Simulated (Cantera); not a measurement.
Input: 1 mol Fe2O3, 2.8 mol CO, 0.57 mol C, held at 29.3 Torr.

Cantera equilibrium calculation (NASA polynomials, part measured and part estimated; ideal gas, pure solids and liquids). Candidate condensed phases: C, Fe, Fe(CO)5, FeO, Fe2O3, Fe3O4; 15 gas species. Mutual solubility and eutectic melting of coexisting phases are not modelled. The tables' stoichiometric FeO is somewhat more stable than real wüstite, so its field is too wide. FeO: taken at fixed stoichiometry. The numbers say what is thermodynamically allowed, not how fast it happens.

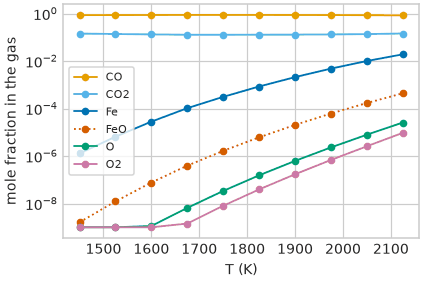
Figure: Equilibrium gas composition (values under 1e-9 drawn at 1e-9)

Question: Read off the mole fractions at 1600 K.

Answer: CO about 0.87, CO2 about 0.13, Fe about 2.8e-5, FeO about 7.7e-8.
